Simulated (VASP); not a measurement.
Band structure of EuS (rock salt). Calculation: PBE GGA with D3 dispersion (zero damping), VASP's PBE PAW potentials (set 64) (plane waves; VASP).

The 4f electrons are frozen in the core of the lanthanide potential, so 4f levels, which can set the real gap, and their magnetism are missing.

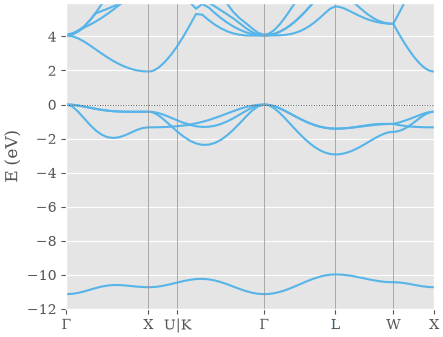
Figure. Bands along high-symmetry lines, zero at the valence-band maximum or, without a gap, the Fermi level

Problem. Read the plot: is there a gap, and where are the band edges?

Solution. The gap is indirect, 1.94 eV, from the valence maximum at Γ to the conduction minimum at X. (Edges off the drawn lines would not show.)

The compound is EuS in the rock salt structure. It was relaxed first, which changed the volume by -7 %.
